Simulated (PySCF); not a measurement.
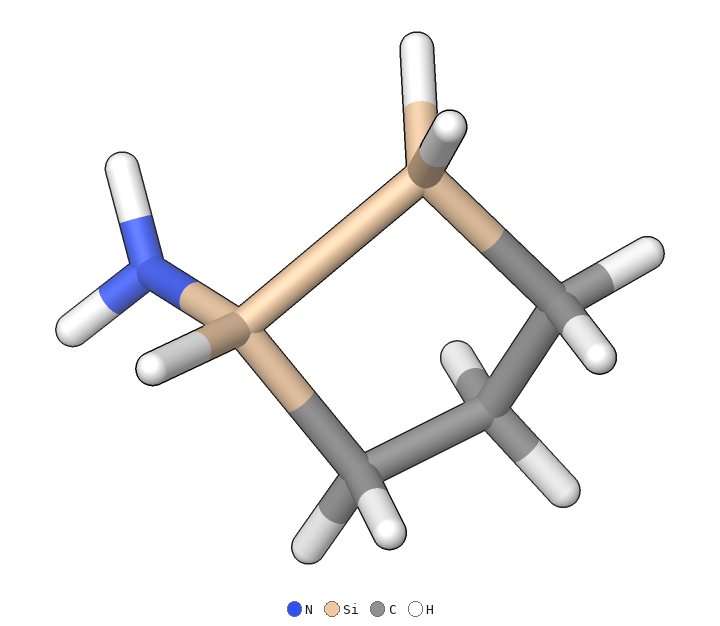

Rendered structure (stick style).

The geometry was computed by an optimisation with PBE0-D3(BJ)/def2-SVP. No frequency run is at hand to confirm it as a minimum.

Describe the molecule.

Formula C₃H₁₁NSi₂. SMILES: `N[Si@H]1CCC[SiH2]1`. Independent rings (smallest set): 1 of 5 members. Among its groups: Si–H bond, Si–N bond. The point group is C1. Coordination, clear cases only: 3 C tetrahedral.

The parts below concern this one geometry. Atoms keep their numbers from picture to picture.

### Shape

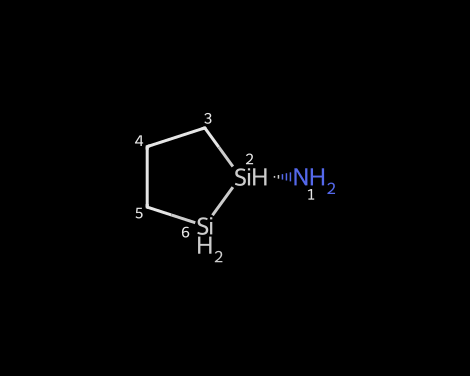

A structural formula, with wedges where it has stereocentres; small numbers name the atoms. The configuration is that of a computed structure (PBE0-D3(BJ)/def2-SVP).

Give the R/S and E/Z labels.

Si2: R.

### NMR shielding

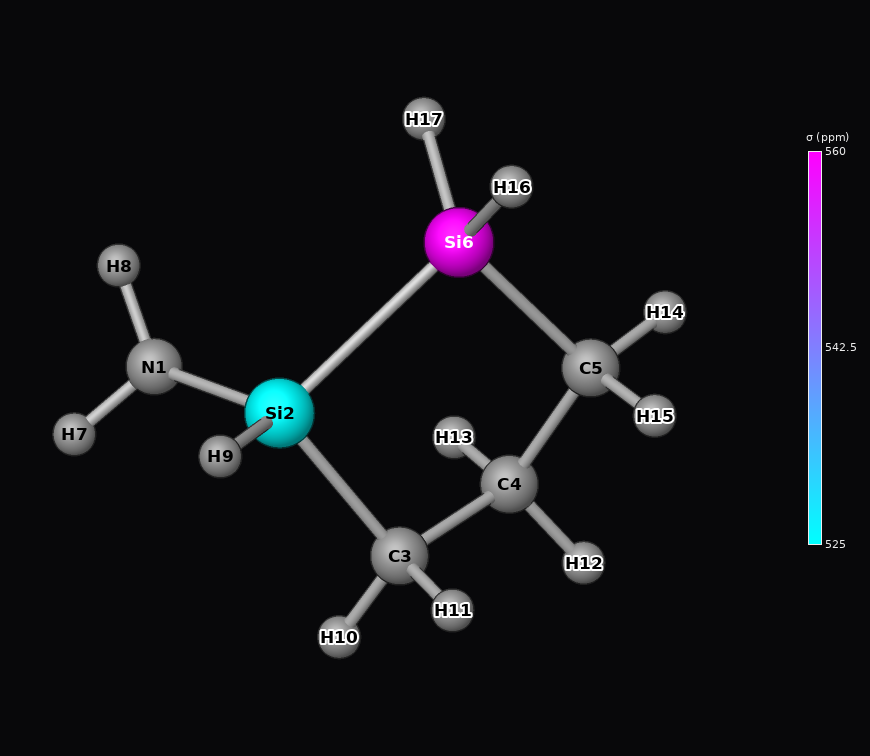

Atoms are coloured by their isotropic NMR shieldings (Si only, the others grey). No frequency run is at hand to confirm it as a minimum. Level of theory: GIAO PBE0/STO-3G NMR shielding, non-relativistic, gas phase (PySCF 2.14.0).

List the isotropic NMR shieldings of the Si atoms.

| atom | σ (ppm) |
| --- | --- |
| Si2 | 525.1 |
| Si6 | 559.7 |

### Levels of theory compared

No frequency run is at hand to confirm it as a minimum. Program: PySCF 2.14.0.

Compare HOMO energy (eV) at these levels: PBE0/6-311+G(2d,p); PBE0/6-31G; PBE0/6-31G*; PBE0/STO-3G; PBE0/def2-SVP; PBE0/def2-TZVP.

```
             level  HOMO energy (eV)
PBE0/6-311+G(2d,p)             −7.20
        PBE0/6-31G             −6.76
       PBE0/6-31G*             −6.95
       PBE0/STO-3G             −3.44
     PBE0/def2-SVP             −7.04
    PBE0/def2-TZVP             −7.16
```

### Charges

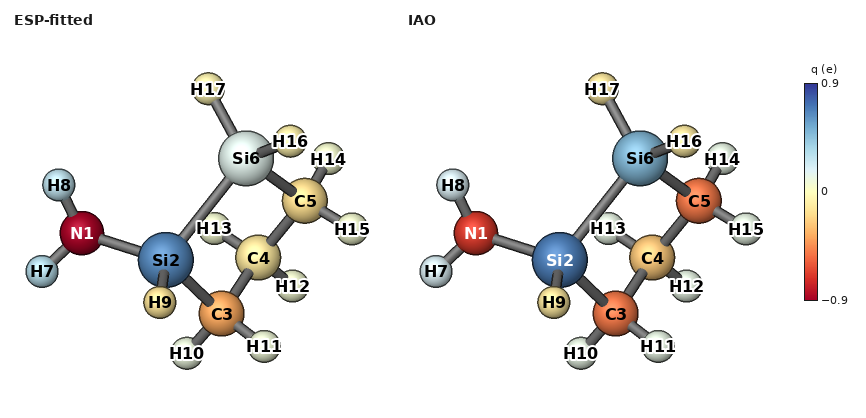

Atomic charges of one calculation by 2 schemes, on one colour scale. No frequency run is at hand to confirm it as a minimum. Method: PBE0/STO-3G (PySCF 2.14.0).

Which scheme gives the most polar picture (largest mean size of the charges)?

The IAO charges are the largest in size here.

On which atom do the schemes disagree most?

On C5 (from −0.50 to −0.18 e); Si6 (from 0.15 to 0.49 e).

List the charges (e), one line for each set of equivalent atoms.

```tsv
atom	ESP-fitted	IAO
N1	−0.88	−0.69
Si2	0.65	0.69
C3	−0.37	−0.50
C4	−0.12	−0.25
C5	−0.18	−0.50
Si6	0.15	0.49
H7	0.31	0.19
H8	0.29	0.19
H9	−0.15	−0.12
H10	0.10	0.12
H11	0.08	0.12
H12	0.06	0.12
H13	0.06	0.12
H14	0.05	0.13
H15	0.06	0.12
H16	−0.07	−0.11
H17	−0.05	−0.12
```

### Ring current

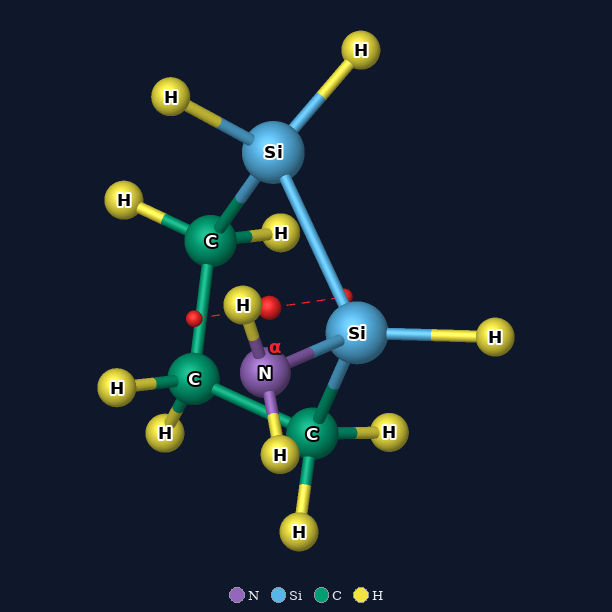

The small points mark where nucleus-independent chemical shifts (NICS) were computed: at the centre of each lettered ring and 1 Å above and below it. No frequency run is at hand to confirm it as a minimum. Properties computed with GIAO PBE0/6-311+G(2d,p) NMR shielding, non-relativistic, gas phase (PySCF 2.14.0).

Give NICS(0), NICS(1) and the out-of-plane component NICS(1)zz for each ring (means of the two sides).

```tsv
ring	members	NICS(0)	NICS(1)	NICS(1)zz
α	C3Si2	−3.5	−3.4	−1.2
```

Values in ppm.

What do the values say about the ring currents?

Ring α: weak, as in a non-aromatic ring. NICS is one index among several.
